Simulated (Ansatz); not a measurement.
Cost and result by functional for the surface energy of the (21-31) surface of hcp Zn in its 1x1 cell, outermost plane spacing 0.14 Å in the ideal cut, in Ansatz (plane waves, PAW). Single points on the PBE structure, on one kind of machine; costs are rough ratios of the slab run's core time (references not counted) to the cheapest single point. r2SCAN's cost holds its higher cutoff (500 against 420 eV). Differences are taken against r2SCAN for comparison alone: no measured value is at hand, so the table doesn't rank accuracy.

Set-up: 26 atoms, 10.4 Å thick at the start (thin: gaps and levels are the slab's own); mesh 7x6x1; 0.1 eV smearing; dipole correction on; all atoms relaxed; held to the start's symmetry, so lower structures may exist; no spin, no spin-orbit, no U. These notes are the PBE run's.

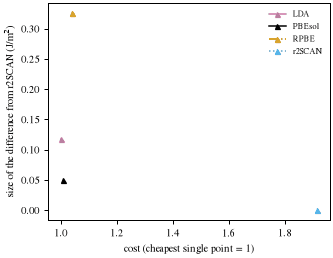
Figure. Difference from r2SCAN against cost

| functional | relative cost | surface energy (J/m²) | less r2SCAN (J/m²) |
|---|---|---|---|
| LDA | 1 | 1.09 | 0.12 |
| PBEsol | 1 | 1.02 | 0.05 |
| RPBE | 1 | 0.64 | -0.33 |
| r2SCAN | 2 | 0.97 | 0.00 |
| PBE (the relaxed run's value) | – | 0.79 | -0.18 |

The values span 0.44 J/m², while the single points' costs differ by a factor of roughly 2. Differences are of unrounded values.

Ansatz is a program for electronic structure.
